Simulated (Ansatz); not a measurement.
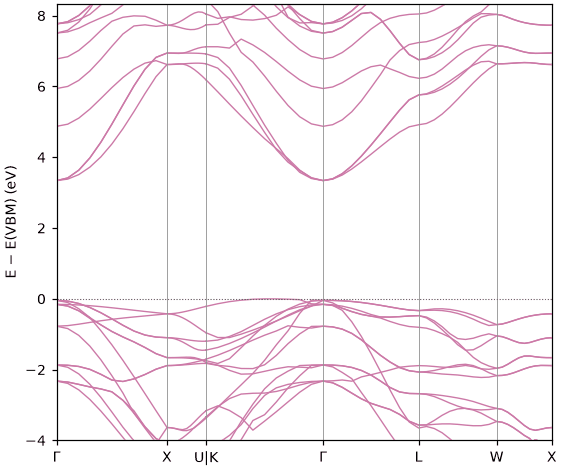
Band structure from the program Ansatz at the PBE level (PAW)

Task: Read off the gap and where the band edges lie.

Result: About 3.3 eV (3.34 eV by a search for the band edges); maximum on the K–Γ line, 54 % of the way from K, minimum at Γ.

The material is Si₃N₄ in space group Fd-3m (No. 227; Si on 16c, Si on 8b, N on 32e).

Symmetry was held in the PBE relaxation.

Potentials: the earlier of the program's two PAW sets.
